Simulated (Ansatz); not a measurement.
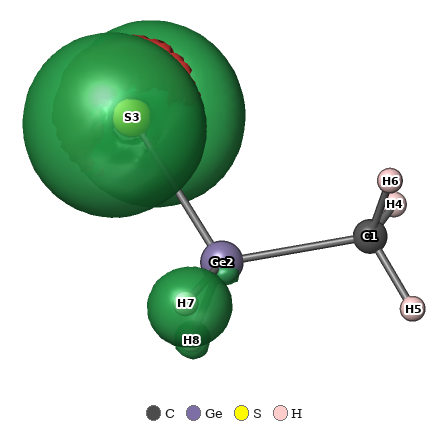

Figure 1: CH$_{5}$GeS (SMILES [CH3][GeH2][S]) (doublet). Isosurfaces of the spin density at +0.015 (green) and −0.015 e/Å³ (red), seen across its widest extent.

Geometry: PBE0-D3(BJ)/def2-SVP.

Computed with isolated molecule in a Gaussian basis; Kohn-Sham density functional theory, functional PBE0 in Ansatz.

```yaml
atoms:
  - { symbol: C, position_ang: [0.6213, 0.5153, -1.1079] }
  - { symbol: Ge, position_ang: [0.3971, 0.1492, 0.7922] }
  - { symbol: S, position_ang: [-1.0887, 1.5126, 1.7229] }
  - { symbol: H, position_ang: [-0.3228, 0.3371, -1.6419] }
  - { symbol: H, position_ang: [1.3965, -0.1399, -1.5329] }
  - { symbol: H, position_ang: [0.9160, 1.5639, -1.2535] }
  - { symbol: H, position_ang: [1.6942, 0.4427, 1.5771] }
  - { symbol: H, position_ang: [-0.0287, -1.3132, 1.0341] }
```

> Describe the spin distribution.

The unpaired spin (1 electron) lies mostly on S3 (about 0.9), in electrons by Hirshfeld's partition.
